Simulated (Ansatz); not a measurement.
These are PBE (plane waves to 420 eV, PAW; Ansatz, a quantum-chemistry and plane-wave program) values and carry that method's errors.

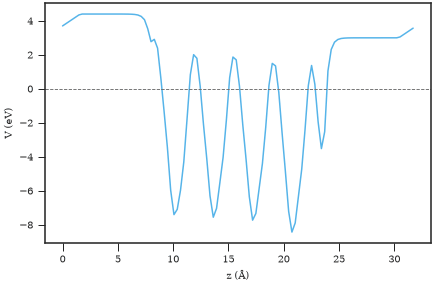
Fig. 1. Electrostatic potential energy of an electron, averaged over planes parallel to the surface, in eV from the Fermi level, for the (111)B surface of zinc-blende GaSb, Sb-terminated, NH2 on every top atom (bottom of the slab: 3 H on 4 bottom sites)

Model: 47-atom slab, 15.9 Å thick at the start with caps and adatoms, 3x3x1 mesh, Fermi-Dirac 0.025 eV, dipole correction, 8 atoms held, the rest relaxed; held to the start's symmetry, so lower structures may exist; spin-polarised, no spin-orbit, no U. The slab shows no gap over 0.04 eV on its mesh. The starting moment vanished. It is one candidate, not shown to be the stable structure of the face.

Task: The surface cell has an area of 66.85 Å². What dipole along the normal does the step between the two vacuum levels imply?

Result: the top vacuum level lies 1.40 eV below the bottom one; p = −ε₀ A ΔV (ε₀ = 0.005526 e/(V·Å)) gives 0.52 e·Å a cell.
